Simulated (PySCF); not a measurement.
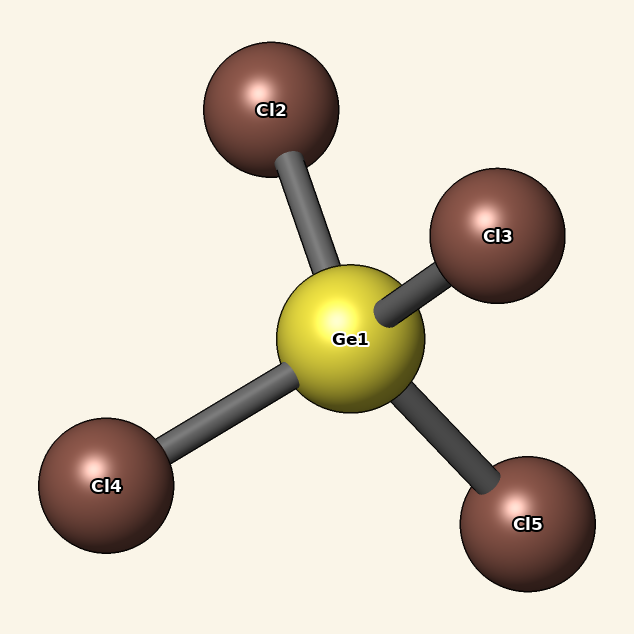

The thickness of each stick grows with its Mayer bond order. Computed geometry: PBE0/def2-SVP optimisation. Computed with PBE0/def2-SVP (PySCF 2.14.0).

List the Mayer bond orders of Ge1–Cl2 (one bond of each equivalent set).

```
   bond  Mayer order  length (Å)
Ge1–Cl2         1.09       2.126
```
